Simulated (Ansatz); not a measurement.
**CsPSe3: density, localisation and related maps**

```xyz
10
Lattice="-3.5816 3.5816 5.0670 3.5816 -3.5816 5.0670 3.5816 3.5816 -5.0670" Properties=species:S:1:pos:R:3 pbc="T T T"
Cs    0.0000    3.5816    2.5335
Cs    3.5816    0.0000    2.5335
P     0.0000    0.0000    0.0000
P     0.0000    0.0000    5.0670
Se   -1.7908    1.7908    5.0670
Se    1.7908    1.7908    0.0000
Se    1.7908    1.7908    5.0670
Se    1.7908   -1.7908    5.0670
Se    0.0000    0.0000    7.6006
Se    0.0000    0.0000    2.5335
```

Space group Pm-3m; a structure from a database of computed crystals, not necessarily the ambient phase; started from the SrTiO3-140 prototype, which need not be the ambient phase.

Method: DFT, r2SCAN+rVV10, plane waves, PAW (Ansatz).

Core electrons are frozen (PAW), and the valence fields are smoothed inside the atomic spheres.

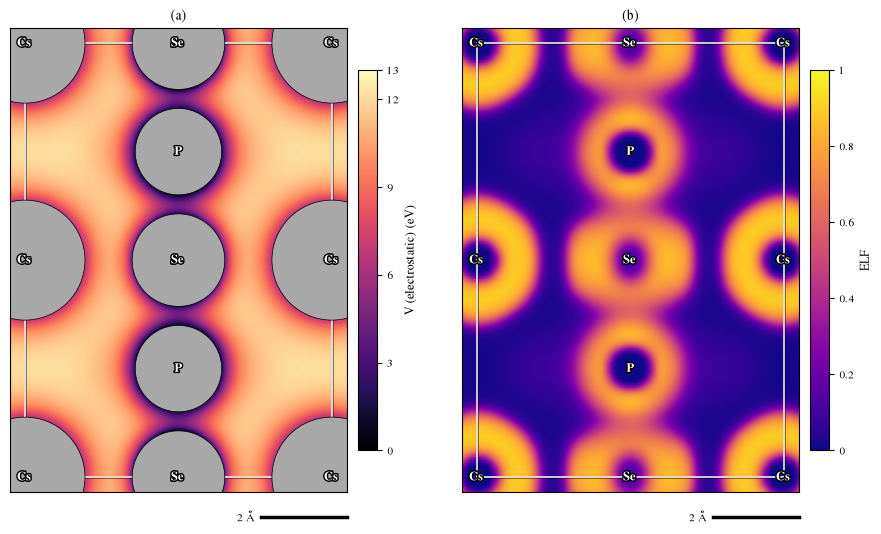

Figure 1. (a) electrostatic potential (local pseudopotential plus Hartree) felt by an electron; (b) ELF on the (110) plane of the calculation cell. Grey discs cover the atomic cores in the potential map.

What do the fields say about this system?

Atoms in the plane: Cs, P and Se.
P–Se (2.53 Å): the ELF peaks at about 0.85 in the valence shell of P, 0.8 Å from its nucleus, and drops to about 0.60 between the two atoms.
Cs–Se (3.58 Å): the ELF is about 0.05 at the midpoint (an ionic contact with no shared pair).
The features right at Cs lie inside the PAW spheres, where the map follows smoothed inner orbitals and isn't to be read closely.
Outside the cores the potential energy rises away from the atoms and is highest about 2.1 Å from the nearest atoms; its zero is arbitrary.

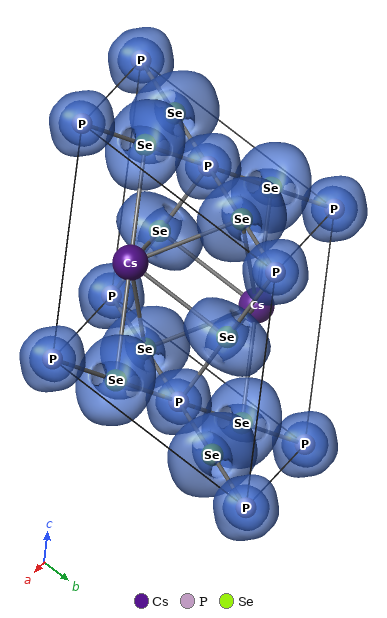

Figure 2. Isosurface of the electron localisation function at 0.7 (blue), seen slightly off an axis. Core shells and regions of very low density are left out. Sticks mark near contacts.

Where are the electrons localised?

The surface consists of two regions wrapped around P (the valence shell of each) and six regions wrapped around Se (the valence shell of each), counted in one cell of 10 atoms. Regions shared between cells count once.
